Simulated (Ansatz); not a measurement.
# BF2H2OP: the cost of one run

Method: RKS PBE-D4/def2-SVP, in Ansatz 0.2.0.

## (1) The system as given

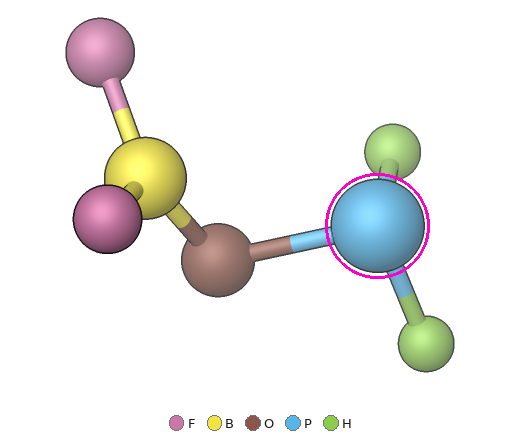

The starting structure, seen from a free direction (fluorine pink, boron yellow, oxygen brown, phosphorus blue, hydrogen green). Ringed: P5.

Coordinates:

```xyz
7

F     1.5259   -1.6617    0.3346
B     0.1860   -1.0617    0.6656
F    -0.9197   -1.9303    1.0604
O     0.0774    0.4008    0.6837
P    -0.5536    0.7825   -0.9254
H    -1.0223    2.1247   -0.5190
H     0.7677    1.2776   -1.3455
```

## (2) End point A

input.yaml

```yaml
crystal:
  periodic: [false, false, false]
  atoms:
    - { symbol: F, position_ang: [1.5259, -1.6617, 0.3346] }
    - { symbol: B, position_ang: [0.186, -1.0617, 0.6656] }
    - { symbol: F, position_ang: [-0.9197, -1.9303, 1.0604] }
    - { symbol: O, position_ang: [0.0774, 0.4008, 0.6837] }
    - { symbol: P, position_ang: [-0.5536, 0.7825, -0.9254] }
    - { symbol: H, position_ang: [-1.0223, 2.1247, -0.519] }
    - { symbol: H, position_ang: [0.7677, 1.2776, -1.3455] }
basis:
  gaussian: { orbitals: def2-SVP }
hamiltonian:
  xc: pbe
  dispersion: d4
relax:
  f_tol: 0.015
  max_steps: 40
output:
  orbitals: {}
```

Launch:

```sh
$ ansatz run input.yaml --threads 1 --pin off --max-ram 2048MiB --backend cpu --events-out ev --progress --plain --runs-dir out
```

What time and memory should one allow on 1 thread of Arm Neoverse V2, shared host?

About 44 s, with a peak of 0.14 GiB.
